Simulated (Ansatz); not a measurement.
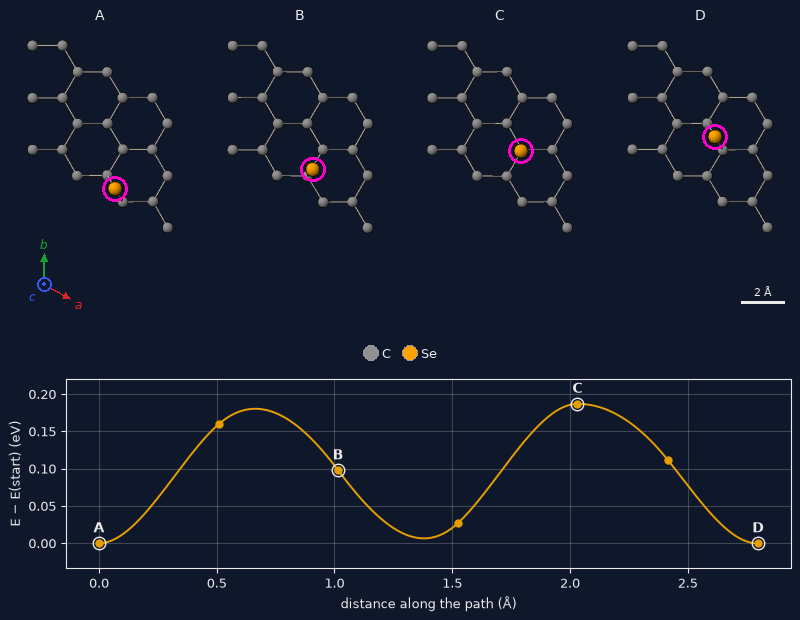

A search for the minimum-energy path of Se on graphene monolayer (19 atoms in the cell) by the nudged elastic band. Images are numbered from 0 (start) to 6 (end). Frames A to D are images 0, 2, 4, 6. The picture is a ball-and-stick view of the simulation cell, with the vacuum cut short (origin moved), seen along the c axis. The moving atom is ringed, with any periodic copies. Bonds to atoms that aren't drawn are left out.

Theory: DFT PBE, scalar-relativistic, plane waves, PAW in Ansatz 0.2.0.

Input
```yaml
crystal:
  lattice:
    - [7.398, 0.0, 0.0]
    - [-3.699, 6.406856, 0.0]
    - [0.0, 0.0, 12.0]
  atoms:
    - { symbol: C, position: [0.00085089, -0.00079953, 0.07684031] }
    - { symbol: C, position: [0.21860383, 0.1066143, 0.08370381] }
    - { symbol: C, position: [-0.00459677, 0.32977385, 0.08366546] }
    - { symbol: C, position: [0.21981539, 0.44560956, 0.10327452] }
    - { symbol: C, position: [-0.00071212, 0.66613029, 0.07837224] }
    - { symbol: C, position: [0.22222202, 0.7783327, 0.07877672] }
    - { symbol: C, position: [0.33201654, -0.00170836, 0.07879646] }
    - { symbol: C, position: [0.55494803, 0.11046997, 0.07837839] }
    - { symbol: C, position: [0.33441482, 0.33100761, 0.10320784] }
    - { symbol: C, position: [0.55879828, 0.44680023, 0.08371047] }
    - { symbol: C, position: [0.33563126, 0.67001124, 0.08367034] }
    - { symbol: C, position: [0.55337386, 0.77739252, 0.07683967] }
    - { symbol: C, position: [0.66519745, 0.00021981, 0.07457222] }
    - { symbol: C, position: [0.88801621, 0.11203349, 0.0768175] }
    - { symbol: C, position: [0.66713302, 0.3333986, 0.07879726] }
    - { symbol: C, position: [0.88709173, 0.44319236, 0.07877705] }
    - { symbol: C, position: [0.66620703, 0.66455571, 0.07686292] }
    - { symbol: C, position: [0.88903095, 0.77638477, 0.07459634] }
    - { symbol: Se, position: [0.27677117, 0.38843498, 0.27033988] }
basis:
  ecutwfc: 420.0
kpoints:
  mp_grid: { grid: [2, 2, 1] }
hamiltonian:
  xc: pbe
scf:
  occupations: { method: fermi_dirac, width: 0.02 }
  lower_state_search: "off"
neb:
  images: 5
  f_tol: 0.03
  initial_path: idpp
  max_iterations: 46
  spring: 10.0
  final_atoms:
    - { symbol: C, position: [-0.00071212, -0.00053638, 0.07837224] }
    - { symbol: C, position: [0.22222202, 0.11166603, 0.07877672] }
    - { symbol: C, position: [0.00085089, 0.3325338, 0.07684031] }
    - { symbol: C, position: [0.21860383, 0.43994763, 0.08370381] }
    - { symbol: C, position: [-0.00459677, 0.66310718, 0.08366546] }
    - { symbol: C, position: [0.21981539, 0.77894289, 0.10327452] }
    - { symbol: C, position: [0.33563126, 0.00334457, 0.08367034] }
    - { symbol: C, position: [0.55337386, 0.11072585, 0.07683967] }
    - { symbol: C, position: [0.33201654, 0.33162497, 0.07879646] }
    - { symbol: C, position: [0.55494803, 0.4438033, 0.07837839] }
    - { symbol: C, position: [0.33441482, 0.66434094, 0.10320784] }
    - { symbol: C, position: [0.55879828, 0.78013356, 0.08371047] }
    - { symbol: C, position: [0.66620703, -0.00211096, 0.07686292] }
    - { symbol: C, position: [0.88903095, 0.1097181, 0.07459634] }
    - { symbol: C, position: [0.66519745, 0.33355314, 0.07457222] }
    - { symbol: C, position: [0.88801621, 0.44536682, 0.0768175] }
    - { symbol: C, position: [0.66713302, 0.66673193, 0.07879726] }
    - { symbol: C, position: [0.88709173, 0.77652569, 0.07877705] }
    - { symbol: Se, position: [0.27677117, 0.72176831, 0.27033988] }
  order_check: true
```

Run as
```bash
ansatz run input.yaml --threads 1 --pin off --max-ram 3072MiB --backend cpu --events-out ev --progress --plain --runs-dir out
```

Describe the mechanism and the energy profile.

The two ends have the same energy, and the highest point, image 4, lies 0.187 eV above the start. The profile has 2 maxima (images 1, 4) with a dip at image 3 (+0.027 eV), so the process runs in steps. The adsorbate starts on a bridge site and hops by a lattice vector of the surface; other mechanisms, such as exchange with a surface atom, weren't searched. The path has more than one stage, and so few images may leave a stage unresolved. The Se atom travels furthest, 2.47 Å from end to end, on a path that bends up to 0.29 Å away from the straight line. At the highest image its nearest neighbour (C) is 2.13 Å away, against 2.13 Å at the start, and the surrounding atoms stand up to 0.13 Å off the mean of their end positions. Breaking: C–Se (2.14 → 3.87 Å). Forming: C–Se (3.86 → 2.13 Å). The band converged in 13 iterations. The largest component of the band force went from 1.5 to 0.0083 eV/Å. The climbing image converged on the top of the path. A check of its curvatures didn't confirm a first-order saddle.

Limits of the set-up: the periodic images lie only 7.4 Å apart, so the values are limited by the cell's size.
